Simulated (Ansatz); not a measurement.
**Effect of x(Os) = 0.667, 6 atoms, P-3m1 on PbSe**

Take PbSe in the rock salt structure (space group Fm-3m, No. 225; a = 6.1780 Å) as the base.

The other end (x = 1) is OsSe in the rock salt structure (space group Fm-3m, No. 225; ferromagnetic; a hypothetical phase, not in the database extracts checked): 17.05 Å³/atom, gap zero; this end may not be an ambient phase.

It is then changed as follows: a fraction x = 0.667 of the Pb sites is given to Os, ordered in a cell of 6 atoms (starting symmetry P-3m1) and fully relaxed.

The values are results of r2SCAN/PAW in Ansatz (a first-principles code), no spin-orbit coupling, not measurements. Settings: 16×16×4 k-points, 0.05 eV Fermi–Dirac smearing, for the changed cell.

```tsv
quantity	base	changed	shift
volume per atom	29.48 Å³	21.56 Å³	-7.910 Å³
shortest interatomic distance	308.9 pm	240.9 pm	-68.0 pm
band gap	0.67 eV	zero	–
magnetic state	not spin-polarised	ferromagnetic	–
largest site moment	0.00 μB	0.49 μB	+0.49 μB
mixing energy (to 0.01 eV only: unlike meshes or grids) (against an end that may be hypothetical)	–	-0.26 eV/atom	–
deviation of the volume from the linear (Vegard-type) interpolation	–	+1.8 %	–
```

Final structure:

```xyz
6
Lattice="3.4523 0.0000 0.0000 -1.7262 2.9898 0.0000 0.0000 0.0000 12.5356" Properties=species:S:1:pos:R:3 pbc="T T T"
Se     0.0000     0.0000     0.0000
Se     0.0000     1.9932     9.3382
Se     1.7262     0.9966     3.1974
Os     1.7262     0.9966    10.6905
Pb     0.0000     0.0000     6.2678
Os     0.0000     1.9932     1.8451
```

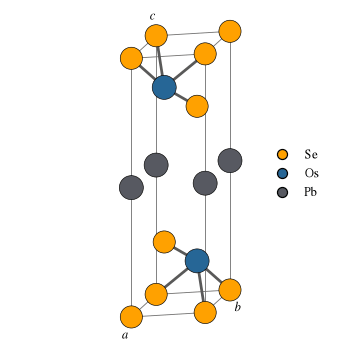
Fig. 1. The relaxed conventional cell after the change

Cost of the whole job for the changed cell (relaxation, final SCF and bands): about 40 core-minutes (a rough figure).

The magnetic state is the one reached from the starting moments; the real material's order can differ, and small cells can't hold many antiferromagnetic ones. These are small ordered cells, not random alloys; other orderings at the same x differ. Spin-orbit coupling, missing from the scalar runs, can matter with Pb. No phonon test of stability was made. Under x(Os) = 0.667, 6 atoms, P-3m1 the cell changed shape so far that it is another structure.
